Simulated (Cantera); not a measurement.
Charge: 1 mol CaF₂, 3.4 mol H₂, equilibrated at 0.133 bar.

Cantera equilibrium calculation (NASA polynomials, part measured and part estimated; ideal gas, pure solids and liquids). Candidate condensed phases: Ca, CaF₂; 15 gas species. The numbers say what is thermodynamically allowed, not how fast it happens.

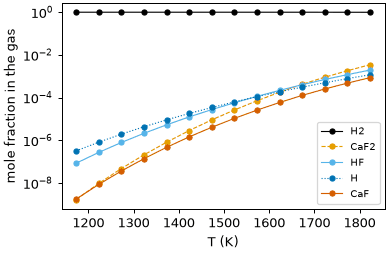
Equilibrium gas composition (values under 1e-9 drawn at 1e-9)

From 1173 K to 1673 K the condensed part is CaF₂(s). From 1723 K to 1823 K the condensed part is CaF₂(l). The main Ca-bearing gas is Ca at 1173 K and CaF₂ at 1823 K.
